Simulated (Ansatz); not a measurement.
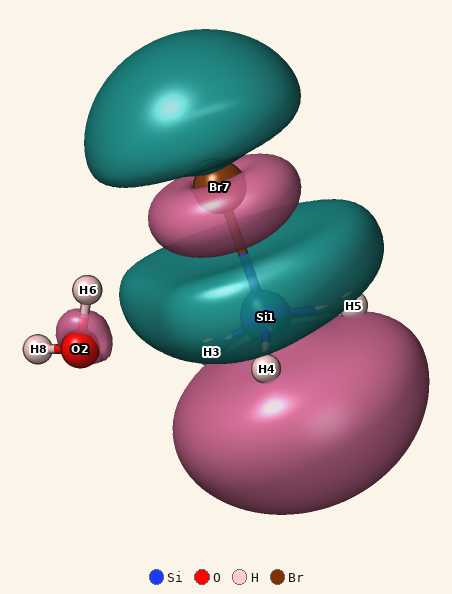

The picture shows: BrH₃Si···H₂O. One frontier orbital at ±0.05 Å⁻³ᐟ² (teal and pink are the two phases), seen at a tilt.

The product side of a reaction path; geometry: PBE0-D4/def2-TZVP.

All numbers below come from RKS PBE0-D4/def2-TZVPP in Ansatz 0.2.0.

```yaml
atoms:
  - { symbol: Si, position_ang: [-0.5313, 0.1313, -1.1359] }
  - { symbol: O, position_ang: [0.9583, -0.7608, 1.5414] }
  - { symbol: H, position_ang: [-1.4752, -0.5754, -0.2457] }
  - { symbol: H, position_ang: [0.6930, -0.6484, -1.4026] }
  - { symbol: H, position_ang: [-1.2053, 0.4931, -2.4058] }
  - { symbol: H, position_ang: [1.1588, 0.1802, 1.5434] }
  - { symbol: Br, position_ang: [0.0425, 2.0682, -0.1753] }
  - { symbol: H, position_ang: [0.3591, -0.8883, 2.2805] }
```

> Which orbital is it: HOMO or LUMO?

The LUMO, at −0.32 eV. Its weight (Hirshfeld) is mainly on Si1 (about 50 %) and Br7 (about 30 %).
